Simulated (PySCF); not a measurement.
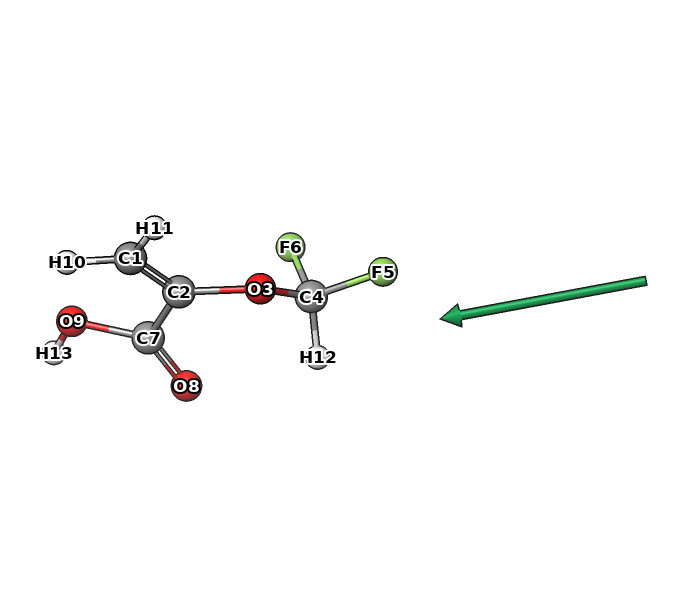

The arrow beside the molecule shows the direction of the dipole moment, from the negative to the positive end (its length means nothing). The computed structure is the end point of a GFN2-xTB optimisation. No frequency run is at hand to confirm it as a minimum. Level of theory: B3LYP/pcJ-1, gas phase (PySCF 2.14.0).

How large is the dipole moment?

Answer. 3.22 D; it points from the side of F5 to the side of H13 (the outermost atoms at the two ends).
